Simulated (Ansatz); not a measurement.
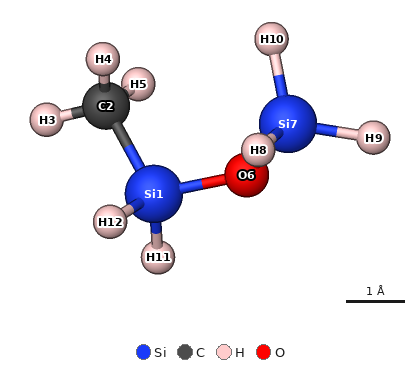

The structure as given in the input (ball-and-stick view, seen at a tilt; atoms are numbered from 1 in the order of the input).

# Run report: CH8OSi2, molecular dynamics (part 1 of 5)

The run: molecular dynamics of CH8OSi2. Method and program: RKS PBE-D4/cc-pVDZ (Ansatz 0.2.0).

It belongs to a series of runs on one base structure; here: dynamics from the start. Figures and captions count atoms from 1; the log counts them from 0 in places.

What the program printed:
```
Engine: ansatz 0.2.0, aarch64-unknown-linux-gnu
Functional definition: PBE
  parameter kappa = 0.804
  parameter beta = 0.06672455060314922
  exchange = pbe_x(kappa = kappa, mu = beta*pi^2/3)
  correlation = pbe_c(beta = beta)
1255 factors; their error is unknown
mean field evaluation 1: about -18948.6309 eV, gradient 7.0e1 eV
mean field evaluation 2: about -18912.3087 eV, gradient 1.4e2 eV
mean field evaluation 4: about -18958.8354 eV, gradient 1.0e1 eV
mean field evaluation 8: about -18959.0549 eV, gradient 1.3e-1 eV
mean field evaluation 16: about -18959.0550 eV, gradient 1.7e-5 eV
mean field -18959.05497309 eV, -696.7324193521 hartree, gradient 1.7e-5 eV, S^2 0.000000; 0 other end points of the search recorded, 0 dependent functions left out
the calculation of the forces begins
reference -18959.05501609 eV, -696.7324209322 hartree; 25, 25 occupied and 79, 79 virtual orbitals, 1255 factors
md step     0: t =     0.00 fs  T =  1000.0 K  F+E_penalty+E_count = -18959.29296003 eV  E_kin = 1.292600 eV  conserved = -18958.00036004 eV  (26 SCF iters)
these checks for a lower state are left out or cut short: starts, cluster_reference, orbital_swaps, neighbouring_geometries, increment
1255 factors; their error is unknown
mean field -18959.03557471 eV, -696.7317064746 hartree, gradient 1.0e-5 eV, S^2 0.000000; 0 other end points of the search recorded, 0 dependent functions left out
the calculation of the forces begins
reference -18959.03561770 eV, -696.7317080544 hartree; 25, 25 occupied and 79, 79 virtual orbitals, 1255 factors
md step     1: t =     0.50 fs  T =   985.0 K  F+E_penalty+E_count = -18959.27330851 eV  E_kin = 1.273231 eV  conserved = -18958.00007706 eV  (28 SCF iters, 3 dispersion substeps)
[... from here on the SCF iterations and repeated set-up lines of each step are left out, up to the last step ...]
md step     2: t =     1.00 fs  T =   943.1 K  F+E_penalty+E_count = -18959.21846526 eV  E_kin = 1.219023 eV  conserved = -18957.99944212 eV  (28 SCF iters, 3 dispersion substeps)
md step     3: t =     1.50 fs  T =   881.6 K  F+E_penalty+E_count = -18959.13817861 eV  E_kin = 1.139574 eV  conserved = -18957.99860432 eV  (28 SCF iters, 3 dispersion substeps)
md step     4: t =     2.00 fs  T =   810.5 K  F+E_penalty+E_count = -18959.04539714 eV  E_kin = 1.047616 eV  conserved = -18957.99778145 eV  (28 SCF iters, 3 dispersion substeps)
md step     5: t =     2.50 fs  T =   739.4 K  F+E_penalty+E_count = -18958.95287688 eV  E_kin = 0.955691 eV  conserved = -18957.99718573 eV  (28 SCF iters, 3 dispersion substeps)
md step     6: t =     3.00 fs  T =   675.4 K  F+E_penalty+E_count = -18958.86991460 eV  E_kin = 0.872988 eV  conserved = -18957.99692705 eV  (28 SCF iters, 3 dispersion substeps)
md step     7: t =     3.50 fs  T =   621.8 K  F+E_penalty+E_count = -18958.80064259 eV  E_kin = 0.803677 eV  conserved = -18957.99696556 eV  (28 SCF iters, 3 dispersion substeps)
md step     8: t =     4.00 fs  T =   578.2 K  F+E_penalty+E_count = -18958.74456080 eV  E_kin = 0.747401 eV  conserved = -18957.99716017 eV  (28 SCF iters, 3 dispersion substeps)
md step     9: t =     4.50 fs  T =   542.5 K  F+E_penalty+E_count = -18958.69863569 eV  E_kin = 0.701273 eV  conserved = -18957.99736266 eV  (28 SCF iters, 3 dispersion substeps)
md step    10: t =     5.00 fs  T =   512.2 K  F+E_penalty+E_count = -18958.65957747 eV  E_kin = 0.662092 eV  conserved = -18957.99748587 eV  (28 SCF iters, 3 dispersion substeps)
md step    11: t =     5.50 fs  T =   485.6 K  F+E_penalty+E_count = -18958.62525864 eV  E_kin = 0.627746 eV  conserved = -18957.99751271 eV  (28 SCF iters, 3 dispersion substeps)
md step    12: t =     6.00 fs  T =   462.3 K  F+E_penalty+E_count = -18958.59508012 eV  E_kin = 0.597613 eV  conserved = -18957.99746726 eV  (28 SCF iters, 3 dispersion substeps)
md step    13: t =     6.50 fs  T =   442.7 K  F+E_penalty+E_count = -18958.56964950 eV  E_kin = 0.572261 eV  conserved = -18957.99738876 eV  (28 SCF iters, 3 dispersion substeps)
md step    14: t =     7.00 fs  T =   427.7 K  F+E_penalty+E_count = -18958.55017128 eV  E_kin = 0.552850 eV  conserved = -18957.99732127 eV  (27 SCF iters, 3 dispersion substeps)
md step    15: t =     7.50 fs  T =   418.1 K  F+E_penalty+E_count = -18958.53774433 eV  E_kin = 0.540433 eV  conserved = -18957.99731170 eV  (27 SCF iters, 3 dispersion substeps)
md step    16: t =     8.00 fs  T =   414.1 K  F+E_penalty+E_count = -18958.53261854 eV  E_kin = 0.535215 eV  conserved = -18957.99740383 eV  (27 SCF iters, 3 dispersion substeps)
md step    17: t =     8.50 fs  T =   414.6 K  F+E_penalty+E_count = -18958.53351926 eV  E_kin = 0.535897 eV  conserved = -18957.99762244 eV  (27 SCF iters, 3 dispersion substeps)
md step    18: t =     9.00 fs  T =   417.3 K  F+E_penalty+E_count = -18958.53731282 eV  E_kin = 0.539368 eV  conserved = -18957.99794487 eV  (27 SCF iters, 3 dispersion substeps)
md step    19: t =     9.50 fs  T =   418.6 K  F+E_penalty+E_count = -18958.53938581 eV  E_kin = 0.541095 eV  conserved = -18957.99829037 eV  (27 SCF iters, 3 dispersion substeps)
md step    20: t =    10.00 fs  T =   414.9 K  F+E_penalty+E_count = -18958.53489263 eV  E_kin = 0.536355 eV  conserved = -18957.99853762 eV  (27 SCF iters, 3 dispersion substeps)
md step    21: t =    10.50 fs  T =   403.8 K  F+E_penalty+E_count = -18958.52058718 eV  E_kin = 0.522016 eV  conserved = -18957.99857084 eV  (28 SCF iters, 3 dispersion substeps)
md step    22: t =    11.00 fs  T =   385.4 K  F+E_penalty+E_count = -18958.49653689 eV  E_kin = 0.498201 eV  conserved = -18957.99833622 eV  (28 SCF iters, 3 dispersion substeps)
md step    23: t =    11.50 fs  T =   362.8 K  F+E_penalty+E_count = -18958.46689475 eV  E_kin = 0.469019 eV  conserved = -18957.99787603 eV  (28 SCF iters, 3 dispersion substeps)
md step    24: t =    12.00 fs  T =   341.9 K  F+E_penalty+E_count = -18958.43921366 eV  E_kin = 0.441890 eV  conserved = -18957.99732367 eV  (28 SCF iters, 3 dispersion substeps)
md step    25: t =    12.50 fs  T =   329.2 K  F+E_penalty+E_count = -18958.42239064 eV  E_kin = 0.425535 eV  conserved = -18957.99685561 eV  (28 SCF iters, 3 dispersion substeps)
md step    26: t =    13.00 fs  T =   330.6 K  F+E_penalty+E_count = -18958.42393869 eV  E_kin = 0.427309 eV  conserved = -18957.99663006 eV  (28 SCF iters, 3 dispersion substeps)
md step    27: t =    13.50 fs  T =   348.7 K  F+E_penalty+E_count = -18958.44751557 eV  E_kin = 0.450779 eV  conserved = -18957.99673689 eV  (28 SCF iters, 3 dispersion substeps)
md step    28: t =    14.00 fs  T =   382.4 K  F+E_penalty+E_count = -18958.49148661 eV  E_kin = 0.494317 eV  conserved = -18957.99716972 eV  (28 SCF iters, 3 dispersion substeps)
md step    29: t =    14.50 fs  T =   426.4 K  F+E_penalty+E_count = -18958.54899363 eV  E_kin = 0.551176 eV  conserved = -18957.99781797 eV  (28 SCF iters, 3 dispersion substeps)
md step    30: t =    15.00 fs  T =   472.8 K  F+E_penalty+E_count = -18958.60965678 eV  E_kin = 0.611163 eV  conserved = -18957.99849370 eV  (28 SCF iters, 3 dispersion substeps)
md step    31: t =    15.50 fs  T =   513.3 K  F+E_penalty+E_count = -18958.66247935 eV  E_kin = 0.663478 eV  conserved = -18957.99900147 eV  (28 SCF iters, 3 dispersion substeps)
md step    32: t =    16.00 fs  T =   541.3 K  F+E_penalty+E_count = -18958.69891253 eV  E_kin = 0.699699 eV  conserved = -18957.99921354 eV  (28 SCF iters, 3 dispersion substeps)
md step    33: t =    16.50 fs  T =   553.8 K  F+E_penalty+E_count = -18958.71494514 eV  E_kin = 0.715842 eV  conserved = -18957.99910277 eV  (28 SCF iters, 3 dispersion substeps)
md step    34: t =    17.00 fs  T =   551.6 K  F+E_penalty+E_count = -18958.71166770 eV  E_kin = 0.712942 eV  conserved = -18957.99872532 eV  (28 SCF iters, 3 dispersion substeps)
md step    35: t =    17.50 fs  T =   538.7 K  F+E_penalty+E_count = -18958.69449910 eV  E_kin = 0.696315 eV  conserved = -18957.99818419 eV  (29 SCF iters, 3 dispersion substeps)
md step    36: t =    18.00 fs  T =   521.4 K  F+E_penalty+E_count = -18958.67161014 eV  E_kin = 0.674011 eV  conserved = -18957.99759878 eV  (29 SCF iters, 3 dispersion substeps)
md step    37: t =    18.50 fs  T =   506.7 K  F+E_penalty+E_count = -18958.65201629 eV  E_kin = 0.654928 eV  conserved = -18957.99708841 eV  (28 SCF iters, 3 dispersion substeps)
md step    38: t =    19.00 fs  T =   500.5 K  F+E_penalty+E_count = -18958.64364485 eV  E_kin = 0.646888 eV  conserved = -18957.99675659 eV  (28 SCF iters, 3 dispersion substeps)
md step    39: t =    19.50 fs  T =   506.7 K  F+E_penalty+E_count = -18958.65166891 eV  E_kin = 0.655001 eV  conserved = -18957.99666750 eV  (28 SCF iters, 3 dispersion substeps)
md step    40: t =    20.00 fs  T =   526.6 K  F+E_penalty+E_count = -18958.67748179 eV  E_kin = 0.680656 eV  conserved = -18957.99682569 eV  (28 SCF iters, 3 dispersion substeps)
md step    41: t =    20.50 fs  T =   558.1 K  F+E_penalty+E_count = -18958.71861830 eV  E_kin = 0.721444 eV  conserved = -18957.99717415 eV  (28 SCF iters, 3 dispersion substeps)
md step    42: t =    21.00 fs  T =   597.3 K  F+E_penalty+E_count = -18958.76963023 eV  E_kin = 0.772013 eV  conserved = -18957.99761758 eV  (28 SCF iters, 3 dispersion substeps)
md step    43: t =    21.50 fs  T =   638.6 K  F+E_penalty+E_count = -18958.82355983 eV  E_kin = 0.825503 eV  conserved = -18957.99805645 eV  (28 SCF iters, 3 dispersion substeps)
md step    44: t =    22.00 fs  T =   677.0 K  F+E_penalty+E_count = -18958.87350677 eV  E_kin = 0.875097 eV  conserved = -18957.99840934 eV  (28 SCF iters, 3 dispersion substeps)
md step    45: t =    22.50 fs  T =   708.1 K  F+E_penalty+E_count = -18958.91392619 eV  E_kin = 0.915305 eV  conserved = -18957.99862091 eV  (28 SCF iters, 3 dispersion substeps)
md step    46: t =    23.00 fs  T =   729.4 K  F+E_penalty+E_count = -18958.94151254 eV  E_kin = 0.942847 eV  conserved = -18957.99866582 eV  (28 SCF iters, 3 dispersion substeps)
md step    47: t =    23.50 fs  T =   740.4 K  F+E_penalty+E_count = -18958.95558660 eV  E_kin = 0.957024 eV  conserved = -18957.99856226 eV  (28 SCF iters, 3 dispersion substeps)
md step    48: t =    24.00 fs  T =   742.2 K  F+E_penalty+E_count = -18958.95779203 eV  E_kin = 0.959407 eV  conserved = -18957.99838511 eV  (28 SCF iters, 3 dispersion substeps)
md step    49: t =    24.50 fs  T =   737.0 K  F+E_penalty+E_count = -18958.95093068 eV  E_kin = 0.952676 eV  conserved = -18957.99825444 eV  (28 SCF iters, 3 dispersion substeps)
md step    50: t =    25.00 fs  T =   726.4 K  F+E_penalty+E_count = -18958.93718397 eV  E_kin = 0.938914 eV  conserved = -18957.99827040 eV  (28 SCF iters, 3 dispersion substeps)
md step    51: t =    25.50 fs  T =   710.4 K  F+E_penalty+E_count = -18958.91665662 eV  E_kin = 0.918221 eV  conserved = -18957.99843589 eV  (28 SCF iters, 3 dispersion substeps)
md step    52: t =    26.00 fs  T =   687.6 K  F+E_penalty+E_count = -18958.88736154 eV  E_kin = 0.888732 eV  conserved = -18957.99862905 eV  (28 SCF iters, 3 dispersion substeps)
md step    53: t =    26.50 fs  T =   656.3 K  F+E_penalty+E_count = -18958.84698921 eV  E_kin = 0.848318 eV  conserved = -18957.99867162 eV  (28 SCF iters, 3 dispersion substeps)
md step    54: t =    27.00 fs  T =   616.6 K  F+E_penalty+E_count = -18958.79548583 eV  E_kin = 0.797042 eV  conserved = -18957.99844430 eV  (28 SCF iters, 3 dispersion substeps)
md step    55: t =    27.50 fs  T =   571.6 K  F+E_penalty+E_count = -18958.73677771 eV  E_kin = 0.738813 eV  conserved = -18957.99796516 eV  (28 SCF iters, 3 dispersion substeps)
md step    56: t =    28.00 fs  T =   526.9 K  F+E_penalty+E_count = -18958.67848102 eV  E_kin = 0.681097 eV  conserved = -18957.99738428 eV  (28 SCF iters, 3 dispersion substeps)
md step    57: t =    28.50 fs  T =   489.5 K  F+E_penalty+E_count = -18958.62966631 eV  E_kin = 0.632764 eV  conserved = -18957.99690279 eV  (28 SCF iters, 3 dispersion substeps)
md step    58: t =    29.00 fs  T =   465.1 K  F+E_penalty+E_count = -18958.59785168 eV  E_kin = 0.601182 eV  conserved = -18957.99666981 eV  (27 SCF iters, 3 dispersion substeps)
md step    59: t =    29.50 fs  T =   456.4 K  F+E_penalty+E_count = -18958.58671777 eV  E_kin = 0.589992 eV  conserved = -18957.99672538 eV  (28 SCF iters, 3 dispersion substeps)
md step    60: t =    30.00 fs  T =   463.0 K  F+E_penalty+E_count = -18958.59542702 eV  E_kin = 0.598418 eV  conserved = -18957.99700896 eV  (28 SCF iters, 3 dispersion substeps)
md step    61: t =    30.50 fs  T =   481.2 K  F+E_penalty+E_count = -18958.61944680 eV  E_kin = 0.622030 eV  conserved = -18957.99741711 eV  (28 SCF iters, 3 dispersion substeps)
md step    62: t =    31.00 fs  T =   506.1 K  F+E_penalty+E_count = -18958.65209577 eV  E_kin = 0.654242 eV  conserved = -18957.99785338 eV  (28 SCF iters, 3 dispersion substeps)
md step    63: t =    31.50 fs  T =   532.1 K  F+E_penalty+E_count = -18958.68606405 eV  E_kin = 0.687813 eV  conserved = -18957.99825058 eV  (28 SCF iters, 3 dispersion substeps)
md step    64: t =    32.00 fs  T =   553.9 K  F+E_penalty+E_count = -18958.71455740 eV  E_kin = 0.715990 eV  conserved = -18957.99856705 eV  (28 SCF iters, 3 dispersion substeps)
md step    65: t =    32.50 fs  T =   567.3 K  F+E_penalty+E_count = -18958.73207419 eV  E_kin = 0.733300 eV  conserved = -18957.99877456 eV  (28 SCF iters, 3 dispersion substeps)
md step    66: t =    33.00 fs  T =   569.5 K  F+E_penalty+E_count = -18958.73496258 eV  E_kin = 0.736116 eV  conserved = -18957.99884659 eV  (28 SCF iters, 3 dispersion substeps)
md step    67: t =    33.50 fs  T =   559.5 K  F+E_penalty+E_count = -18958.72191963 eV  E_kin = 0.723170 eV  conserved = -18957.99874958 eV  (28 SCF iters, 3 dispersion substeps)
md step    68: t =    34.00 fs  T =   538.5 K  F+E_penalty+E_count = -18958.69451176 eV  E_kin = 0.696056 eV  conserved = -18957.99845625 eV  (28 SCF iters, 3 dispersion substeps)
md step    69: t =    34.50 fs  T =   510.2 K  F+E_penalty+E_count = -18958.65751310 eV  E_kin = 0.659533 eV  conserved = -18957.99798051 eV  (28 SCF iters, 3 dispersion substeps)
md step    70: t =    35.00 fs  T =   480.5 K  F+E_penalty+E_count = -18958.61853491 eV  E_kin = 0.621114 eV  conserved = -18957.99742107 eV  (28 SCF iters, 3 dispersion substeps)
md step    71: t =    35.50 fs  T =   456.0 K  F+E_penalty+E_count = -18958.58638253 eV  E_kin = 0.589425 eV  conserved = -18957.99695760 eV  (28 SCF iters, 3 dispersion substeps)
md step    72: t =    36.00 fs  T =   442.1 K  F+E_penalty+E_count = -18958.56826615 eV  E_kin = 0.571495 eV  conserved = -18957.99677112 eV  (28 SCF iters, 3 dispersion substeps)
md step    73: t =    36.50 fs  T =   441.1 K  F+E_penalty+E_count = -18958.56709030 eV  E_kin = 0.570164 eV  conserved = -18957.99692635 eV  (28 SCF iters, 3 dispersion substeps)
md step    74: t =    37.00 fs  T =   451.2 K  F+E_penalty+E_count = -18958.58050289 eV  E_kin = 0.583179 eV  conserved = -18957.99732398 eV  (28 SCF iters, 3 dispersion substeps)
md step    75: t =    37.50 fs  T =   467.7 K  F+E_penalty+E_count = -18958.60236459 eV  E_kin = 0.604591 eV  conserved = -18957.99777322 eV  (28 SCF iters, 3 dispersion substeps)
md step    76: t =    38.00 fs  T =   485.5 K  F+E_penalty+E_count = -18958.62560758 eV  E_kin = 0.627494 eV  conserved = -18957.99811341 eV  (28 SCF iters, 3 dispersion substeps)
md step    77: t =    38.50 fs  T =   500.1 K  F+E_penalty+E_count = -18958.64472858 eV  E_kin = 0.646448 eV  conserved = -18957.99828053 eV  (28 SCF iters, 3 dispersion substeps)
md step    78: t =    39.00 fs  T =   509.5 K  F+E_penalty+E_count = -18958.65688264 eV  E_kin = 0.658587 eV  conserved = -18957.99829531 eV  (27 SCF iters, 3 dispersion substeps)
md step    79: t =    39.50 fs  T =   513.3 K  F+E_penalty+E_count = -18958.66169087 eV  E_kin = 0.663478 eV  conserved = -18957.99821295 eV  (28 SCF iters, 3 dispersion substeps)
md step    80: t =    40.00 fs  T =   512.4 K  F+E_penalty+E_count = -18958.66045679 eV  E_kin = 0.662371 eV  conserved = -18957.99808538 eV  (28 SCF iters, 3 dispersion substeps)
md step    81: t =    40.50 fs  T =   508.6 K  F+E_penalty+E_count = -18958.65535880 eV  E_kin = 0.657406 eV  conserved = -18957.99795232 eV  (28 SCF iters, 3 dispersion substeps)
md step    82: t =    41.00 fs  T =   503.6 K  F+E_penalty+E_count = -18958.64880114 eV  E_kin = 0.650957 eV  conserved = -18957.99784364 eV  (28 SCF iters, 3 dispersion substeps)
md step    83: t =    41.50 fs  T =   499.1 K  F+E_penalty+E_count = -18958.64289554 eV  E_kin = 0.645114 eV  conserved = -18957.99778164 eV  (28 SCF iters, 3 dispersion substeps)
md step    84: t =    42.00 fs  T =   496.1 K  F+E_penalty+E_count = -18958.63907924 eV  E_kin = 0.641310 eV  conserved = -18957.99776946 eV  (28 SCF iters, 3 dispersion substeps)
md step    85: t =    42.50 fs  T =   495.3 K  F+E_penalty+E_count = -18958.63802469 eV  E_kin = 0.640242 eV  conserved = -18957.99778272 eV  (28 SCF iters, 3 dispersion substeps)
md step    86: t =    43.00 fs  T =   496.8 K  F+E_penalty+E_count = -18958.63995208 eV  E_kin = 0.642168 eV  conserved = -18957.99778434 eV  (28 SCF iters, 3 dispersion substeps)
md step    87: t =    43.50 fs  T =   500.8 K  F+E_penalty+E_count = -18958.64514704 eV  E_kin = 0.647392 eV  conserved = -18957.99775554 eV  (28 SCF iters, 3 dispersion substeps)
md step    88: t =    44.00 fs  T =   507.9 K  F+E_penalty+E_count = -18958.65424788 eV  E_kin = 0.656535 eV  conserved = -18957.99771273 eV  (28 SCF iters, 3 dispersion substeps)
md step    89: t =    44.50 fs  T =   518.6 K  F+E_penalty+E_count = -18958.66806583 eV  E_kin = 0.670380 eV  conserved = -18957.99768541 eV  (28 SCF iters, 3 dispersion substeps)
md step    90: t =    45.00 fs  T =   533.4 K  F+E_penalty+E_count = -18958.68720995 eV  E_kin = 0.689527 eV  conserved = -18957.99768288 eV  (28 SCF iters, 3 dispersion substeps)
md step    91: t =    45.50 fs  T =   552.6 K  F+E_penalty+E_count = -18958.71193260 eV  E_kin = 0.714235 eV  conserved = -18957.99769807 eV  (28 SCF iters, 3 dispersion substeps)
md step    92: t =    46.00 fs  T =   575.9 K  F+E_penalty+E_count = -18958.74210560 eV  E_kin = 0.744352 eV  conserved = -18957.99775390 eV  (28 SCF iters, 3 dispersion substeps)
md step    93: t =    46.50 fs  T =   602.5 K  F+E_penalty+E_count = -18958.77675241 eV  E_kin = 0.778838 eV  conserved = -18957.99791491 eV  (28 SCF iters, 3 dispersion substeps)
md step    94: t =    47.00 fs  T =   630.4 K  F+E_penalty+E_count = -18958.81306454 eV  E_kin = 0.814844 eV  conserved = -18957.99822063 eV  (28 SCF iters, 3 dispersion substeps)
md step    95: t =    47.50 fs  T =   655.5 K  F+E_penalty+E_count = -18958.84588169 eV  E_kin = 0.847274 eV  conserved = -18957.99860786 eV  (28 SCF iters, 3 dispersion substeps)
md step    96: t =    48.00 fs  T =   672.9 K  F+E_penalty+E_count = -18958.86870120 eV  E_kin = 0.869774 eV  conserved = -18957.99892756 eV  (28 SCF iters, 3 dispersion substeps)
md step    97: t =    48.50 fs  T =   678.4 K  F+E_penalty+E_count = -18958.87596149 eV  E_kin = 0.876916 eV  conserved = -18957.99904503 eV  (28 SCF iters, 3 dispersion substeps)
md step    98: t =    49.00 fs  T =   670.1 K  F+E_penalty+E_count = -18958.86515240 eV  E_kin = 0.866232 eV  conserved = -18957.99892047 eV  (26 SCF iters, 3 dispersion substeps)
md step    99: t =    49.50 fs  T =   649.0 K  F+E_penalty+E_count = -18958.83754707 eV  E_kin = 0.838939 eV  conserved = -18957.99860832 eV  (28 SCF iters, 3 dispersion substeps)
md step   100: t =    50.00 fs  T =   618.4 K  F+E_penalty+E_count = -18958.79750467 eV  E_kin = 0.799303 eV  conserved = -18957.99820125 eV  (28 SCF iters, 3 dispersion substeps)
```
